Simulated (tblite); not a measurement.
Run report: CH5BO4Si, geometry relaxation (part 2 of 2)

CH5BO4Si, multiplicity 3; GFN2-xTB geometry optimisation, gas phase (tblite 0.8.0). 

Geometry of the input (Å):
```
Si 0.6870  0.2674  -0.0984
O  0.5240  1.1053  1.4635
B  -0.5518  2.1160  1.7695
O  -1.1099  2.0945  3.1629
O  -1.5203  2.4313  0.6726
O  0.9178  -0.7799  -1.4830
C  0.2608  -2.0085  -1.6620
H  -1.1906  1.2810  3.6934
H  -1.2711  2.5293  -0.2553
H  -0.7712  -1.8622  -1.5527
H  0.5575  -2.6939  -0.9353
H  0.4411  -2.3821  -2.6063
```

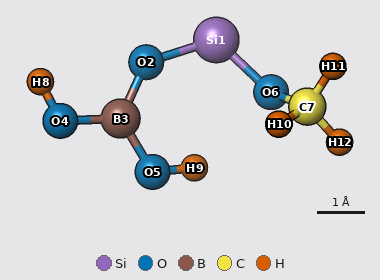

**Figure 1.** The geometry at step 90 of the log (ball-and-stick view, seen on its broad side; atoms are numbered from 1 in the order of the input).

### Trajectory as extended XYZ, continued
```
12
Properties=species:S:1:pos:R:3:forces:R:3 step=55 energy=-652.57216
Si    1.1515    0.0744    0.3045    0.0050   0.0530   0.0720
O     0.2375    0.7283    1.5059   -0.0400   0.0310  -0.0510
B    -0.7629    1.6638    1.5628    0.0300  -0.0200  -0.0100
O    -1.2704    1.9935    2.7722    0.0300   0.0620  -0.1040
O    -1.2779    2.2600    0.4639   -0.0480  -0.0760   0.0880
O     0.4874   -0.3925   -1.1279   -0.0280  -0.0100   0.0610
C     0.1087   -1.6974   -1.5297    0.0010  -0.0040   0.0060
H    -0.8239    1.5960    3.5171    0.0130  -0.0670   0.0250
H    -0.9103    1.9567   -0.3654    0.0330   0.0170  -0.0570
H    -0.9634   -1.8404   -1.3818   -0.0090   0.0600   0.0180
H     0.6495   -2.4558   -0.9639    0.0120  -0.0360  -0.0390
H     0.3475   -1.7885   -2.5888    0.0010  -0.0110  -0.0100
12
Properties=species:S:1:pos:R:3:forces:R:3 step=60 energy=-652.57758
Si    1.1664    0.0823    0.3238    0.0530  -0.0600  -0.0660
O     0.2694    0.7478    1.5249   -0.0450   0.0240   0.0290
B    -0.7580    1.6519    1.5543    0.0130   0.0060   0.0070
O    -1.2760    1.9949    2.7549    0.0220   0.0130  -0.0180
O    -1.2855    2.2042    0.4412   -0.0210  -0.0250  -0.0310
O     0.4550   -0.3843   -1.0880    0.0650  -0.0100   0.0060
C     0.0985   -1.6844   -1.5236   -0.0030   0.0200   0.0210
H    -0.8338    1.5959    3.5033   -0.0130  -0.0170  -0.0010
H    -0.8754    1.9269   -0.3796   -0.0220   0.0090   0.0160
H    -0.9725   -1.8283   -1.3666    0.0190  -0.0390  -0.0060
H     0.6557   -2.4545   -0.9874   -0.0440   0.0240  -0.0060
H     0.3294   -1.7543   -2.5884   -0.0240   0.0550   0.0480
12
Properties=species:S:1:pos:R:3:forces:R:3 step=65 energy=-652.58013
Si    1.1900    0.0794    0.3363   -0.0120  -0.0070   0.0640
O     0.2917    0.7482    1.5402    0.0220   0.0070  -0.0250
B    -0.7515    1.6354    1.5445    0.0140  -0.0070  -0.0090
O    -1.2796    1.9968    2.7348   -0.0140   0.0110  -0.0260
O    -1.2853    2.1501    0.4160    0.0040   0.0050   0.0010
O     0.4416   -0.3711   -1.0586    0.0190   0.0090  -0.0120
C     0.0854   -1.6619   -1.5128    0.0080  -0.0020  -0.0140
H    -0.8485    1.6067    3.4936    0.0100  -0.0180   0.0140
H    -0.8467    1.8826   -0.3929   -0.0350  -0.0160   0.0000
H    -0.9812   -1.8278   -1.3501   -0.0030   0.0280   0.0230
H     0.6533   -2.4394   -1.0024    0.0020  -0.0120   0.0150
H     0.3041   -1.7009   -2.5797   -0.0150   0.0010  -0.0280
12
Properties=species:S:1:pos:R:3:forces:R:3 step=70 energy=-652.58352
Si    1.2080    0.0588    0.3697   -0.0050  -0.0500  -0.0470
O     0.2995    0.7406    1.5549   -0.0080   0.0260  -0.0210
B    -0.7449    1.6253    1.5336   -0.0340   0.0180  -0.0020
O    -1.2697    2.0206    2.7144   -0.0010  -0.0790   0.0590
O    -1.2891    2.1031    0.3939    0.0420  -0.0100  -0.0120
O     0.4830   -0.3532   -1.0541    0.0310  -0.0580   0.0440
C     0.0816   -1.6349   -1.5084   -0.0120   0.0370   0.0410
H    -0.8656    1.6023    3.4751   -0.0060   0.0670  -0.0110
H    -0.8531    1.8103   -0.4076   -0.0300  -0.0010  -0.0190
H    -0.9816   -1.7841   -1.3070   -0.0030   0.0660  -0.0130
H     0.6430   -2.4275   -1.0112    0.0310   0.0200  -0.0860
H     0.2623   -1.6632   -2.5845   -0.0040  -0.0360   0.0680
12
Properties=species:S:1:pos:R:3:forces:R:3 step=75 energy=-652.59375
Si    1.2643   -0.0334    0.4719    0.0470   0.0590   0.0470
O     0.3538    0.7580    1.5790   -0.0140  -0.0120   0.0400
B    -0.7322    1.5848    1.4908    0.0270  -0.0100   0.0330
O    -1.2907    2.0050    2.6498   -0.0540  -0.0090  -0.0290
O    -1.2770    1.9770    0.3196   -0.0670  -0.0170   0.0060
O     0.5551   -0.3229   -0.9869    0.0360   0.0150  -0.0420
C     0.0549   -1.5483   -1.4762    0.0110  -0.0440  -0.0370
H    -0.8816    1.6372    3.4325    0.0260   0.0580  -0.0040
H    -0.8651    1.6181   -0.4677    0.0490   0.0170   0.0350
H    -0.9951   -1.6647   -1.1989    0.0220  -0.0030   0.0040
H     0.6330   -2.3840   -1.0848   -0.0380  -0.0860   0.0060
H     0.1540   -1.5287   -2.5602   -0.0440   0.0310  -0.0610
12
Properties=species:S:1:pos:R:3:forces:R:3 step=80 energy=-652.60711
Si    1.3342   -0.0538    0.5601   -0.0050  -0.0490  -0.0670
O     0.4201    0.7761    1.6426    0.1630  -0.1280  -0.0070
B    -0.7134    1.5107    1.4572   -0.1650   0.0410  -0.0010
O    -1.3418    1.9975    2.5489   -0.0370   0.0210   0.1430
O    -1.2606    1.7385    0.2461   -0.0130  -0.0150  -0.1620
O     0.6462   -0.2899   -0.9271    0.0000  -0.1050  -0.0350
C     0.0210   -1.4517   -1.4524   -0.0250   0.0430   0.0830
H    -0.9329    1.7498    3.3781    0.0070   0.0590  -0.0230
H    -0.7792    1.3498   -0.4898   -0.0270   0.0620   0.0600
H    -0.9998   -1.5445   -1.0656    0.1080   0.0290  -0.0190
H     0.5867   -2.3480   -1.1914   -0.0300   0.0350  -0.0570
H    -0.0070   -1.3363   -2.5378    0.0240   0.0070   0.0850
12
Properties=species:S:1:pos:R:3:forces:R:3 step=85 energy=-652.61472
Si    1.3578   -0.0852    0.5870   -0.0470   0.0070  -0.0110
O     0.4170    0.7547    1.6392    0.0380  -0.0230   0.0250
B    -0.7238    1.4873    1.4452   -0.0130  -0.0580   0.0110
O    -1.3548    1.9952    2.5262    0.0060   0.0240   0.0630
O    -1.2672    1.6858    0.2265   -0.1080   0.0380  -0.0040
O     0.7160   -0.2976   -0.9227    0.0330  -0.0540  -0.0190
C     0.0189   -1.4177   -1.4388    0.0180  -0.0050   0.0040
H    -0.9305    1.7973    3.3602    0.0120   0.0220  -0.0030
H    -0.7811    1.2795   -0.4912    0.0610   0.0090  -0.0920
H    -0.9826   -1.4791   -1.0106   -0.0240   0.0000   0.0390
H     0.5560   -2.3441   -1.2360    0.0190  -0.0080   0.0190
H    -0.0526   -1.2779   -2.5163    0.0060   0.0480  -0.0310
12
Properties=species:S:1:pos:R:3:forces:R:3 step=90 energy=-652.62051
Si    1.3684   -0.1236    0.6173   -0.0030  -0.0020   0.0230
O     0.3932    0.7247    1.6277    0.0050   0.0020  -0.0120
B    -0.7438    1.4586    1.4330   -0.0270   0.0370  -0.0060
O    -1.3481    2.0030    2.5131    0.0030  -0.0060   0.0430
O    -1.3104    1.6496    0.2195    0.0220  -0.0330  -0.0070
O     0.8280   -0.3404   -0.9261    0.0060  -0.0210  -0.0100
C     0.0291   -1.3984   -1.4262   -0.0130  -0.0080  -0.0260
H    -0.9020    1.8277    3.3407   -0.0060   0.0080   0.0050
H    -0.8164    1.2810   -0.5141    0.0100   0.0130  -0.0120
H    -0.9523   -1.4059   -0.9482   -0.0060  -0.0120   0.0220
H     0.5139   -2.3643   -1.2741    0.0040   0.0380  -0.0040
H    -0.0861   -1.2139   -2.4939    0.0040  -0.0160  -0.0160
12
Properties=species:S:1:pos:R:3:forces:R:3 step=95 energy=-652.62123
Si    1.3613   -0.1215    0.6143    0.0030  -0.0090  -0.0020
O     0.3982    0.7420    1.6222   -0.0050   0.0010   0.0090
B    -0.7455    1.4685    1.4371    0.0000  -0.0040   0.0050
O    -1.3513    1.9992    2.5239   -0.0010   0.0040  -0.0050
O    -1.3142    1.6555    0.2240   -0.0050   0.0050  -0.0040
O     0.8238   -0.3469   -0.9296    0.0020   0.0100  -0.0030
C     0.0294   -1.4076   -1.4316    0.0020   0.0000   0.0000
H    -0.9018    1.8236    3.3495    0.0020   0.0010   0.0030
H    -0.8128    1.3017   -0.5120    0.0040   0.0040   0.0000
H    -0.9531   -1.4182   -0.9554   -0.0050  -0.0030   0.0000
H     0.5185   -2.3689   -1.2723    0.0110  -0.0060  -0.0060
H    -0.0792   -1.2293   -2.5012   -0.0080  -0.0030   0.0040
12
Properties=species:S:1:pos:R:3:forces:R:3 step=100 energy=-652.62133
Si    1.3569   -0.1179    0.6088   -0.0070   0.0010   0.0030
O     0.3943    0.7403    1.6228    0.0020  -0.0050  -0.0050
B    -0.7466    1.4720    1.4403    0.0010   0.0020  -0.0020
O    -1.3497    2.0011    2.5295    0.0040  -0.0020   0.0020
O    -1.3134    1.6675    0.2274    0.0030   0.0020   0.0040
O     0.8143   -0.3443   -0.9336   -0.0030  -0.0040   0.0060
C     0.0309   -1.4142   -1.4339    0.0020   0.0010  -0.0030
H    -0.9004    1.8197    3.3542   -0.0050   0.0040  -0.0070
H    -0.8113    1.3172   -0.5099   -0.0010   0.0020   0.0040
H    -0.9550   -1.4290   -0.9645    0.0070  -0.0050   0.0080
H     0.5269   -2.3711   -1.2672    0.0000   0.0050  -0.0030
H    -0.0736   -1.2431   -2.5049   -0.0030   0.0010  -0.0050
12
Properties=species:S:1:pos:R:3:forces:R:3 step=105 energy=-652.62141
Si    1.3547   -0.1210    0.6094    0.0000  -0.0020  -0.0020
O     0.3912    0.7358    1.6228   -0.0090   0.0080   0.0060
B    -0.7472    1.4717    1.4407    0.0030   0.0020   0.0000
O    -1.3503    2.0003    2.5300    0.0000   0.0070  -0.0040
O    -1.3125    1.6725    0.2283    0.0030   0.0000   0.0010
O     0.8126   -0.3441   -0.9334   -0.0020  -0.0020  -0.0070
C     0.0317   -1.4151   -1.4351   -0.0030  -0.0060   0.0010
H    -0.8988    1.8236    3.3540    0.0000  -0.0060   0.0080
H    -0.8107    1.3228   -0.5093    0.0010  -0.0030  -0.0050
H    -0.9525   -1.4347   -0.9623    0.0040  -0.0030  -0.0010
H     0.5313   -2.3703   -1.2703    0.0030  -0.0010  -0.0080
H    -0.0763   -1.2435   -2.5061    0.0000   0.0050   0.0100
12
Properties=species:S:1:pos:R:3:forces:R:3 step=110 energy=-652.62174
Si    1.3504   -0.1330    0.6209   -0.0010   0.0120   0.0000
O     0.3927    0.7317    1.6347    0.0130  -0.0100  -0.0060
B    -0.7435    1.4674    1.4381   -0.0060   0.0020  -0.0050
O    -1.3533    2.0065    2.5179   -0.0210   0.0210  -0.0130
O    -1.3002    1.6570    0.2201    0.0040   0.0110  -0.0080
O     0.8025   -0.3385   -0.9236    0.0060  -0.0060   0.0150
C     0.0280   -1.4097   -1.4338   -0.0010   0.0070   0.0060
H    -0.9098    1.8394    3.3478    0.0130  -0.0150   0.0200
H    -0.7906    1.3056   -0.5121   -0.0070  -0.0060   0.0110
H    -0.9446   -1.4584   -0.9398    0.0050  -0.0100   0.0030
H     0.5499   -2.3584   -1.3051   -0.0060  -0.0070  -0.0100
H    -0.1081   -1.2116   -2.4964    0.0000  -0.0020  -0.0120
12
Properties=species:S:1:pos:R:3:forces:R:3 step=115 energy=-652.62228
Si    1.3320   -0.1503    0.6311    0.0270   0.0140   0.0080
O     0.3764    0.7220    1.6380   -0.0130   0.0090   0.0220
B    -0.7454    1.4795    1.4390    0.0000   0.0080   0.0010
O    -1.3482    2.0295    2.5178    0.0220  -0.0230   0.0290
O    -1.2921    1.6820    0.2192   -0.0070   0.0210  -0.0050
O     0.7933   -0.3429   -0.9178    0.0010  -0.0070  -0.0020
C     0.0324   -1.4177   -1.4374   -0.0100  -0.0280  -0.0130
H    -0.9127    1.8359    3.3474   -0.0170   0.0150  -0.0090
H    -0.7834    1.3220   -0.5087    0.0000  -0.0150  -0.0200
H    -0.9240   -1.5091   -0.9184    0.0010   0.0010  -0.0110
H     0.5824   -2.3554   -1.3501    0.0010  -0.0100  -0.0050
H    -0.1375   -1.1975   -2.4912   -0.0040   0.0140   0.0050
12
Properties=species:S:1:pos:R:3:forces:R:3 step=120 energy=-652.62315
Si    1.3128   -0.1579    0.6392   -0.0010  -0.0020  -0.0020
O     0.3597    0.7191    1.6458    0.0020  -0.0100  -0.0040
B    -0.7455    1.4998    1.4438    0.0090   0.0110   0.0070
O    -1.3472    2.0453    2.5255   -0.0010   0.0010   0.0050
O    -1.2737    1.7311    0.2208   -0.0050  -0.0060   0.0090
O     0.7709   -0.3556   -0.9087   -0.0040   0.0020   0.0020
C     0.0371   -1.4407   -1.4467    0.0060   0.0050   0.0100
H    -0.9201    1.8385    3.3560   -0.0070   0.0060  -0.0020
H    -0.7761    1.3502   -0.5043    0.0010   0.0000  -0.0120
H    -0.9009   -1.5893   -0.9078    0.0090  -0.0010  -0.0030
H     0.6273   -2.3573   -1.4095   -0.0090   0.0010  -0.0090
H    -0.1711   -1.1851   -2.4854    0.0020  -0.0070  -0.0010
12
Properties=species:S:1:pos:R:3:forces:R:3 step=125 energy=-652.62326
Si    1.3064   -0.1643    0.6420    0.0000  -0.0010   0.0030
O     0.3534    0.7132    1.6481    0.0000   0.0030   0.0020
B    -0.7437    1.5053    1.4459   -0.0030  -0.0050  -0.0010
O    -1.3459    2.0535    2.5261    0.0040   0.0020  -0.0020
O    -1.2688    1.7419    0.2225   -0.0020   0.0010   0.0000
O     0.7674   -0.3592   -0.9072   -0.0010  -0.0020   0.0010
C     0.0394   -1.4457   -1.4489   -0.0020  -0.0010  -0.0040
H    -0.9257    1.8436    3.3591    0.0010   0.0010   0.0020
H    -0.7746    1.3594   -0.5042    0.0010  -0.0010   0.0000
H    -0.8893   -1.6132   -0.9001    0.0030   0.0010  -0.0030
H     0.6400   -2.3562   -1.4328    0.0000   0.0040   0.0010
H    -0.1853   -1.1802   -2.4818   -0.0010  -0.0020   0.0000
```
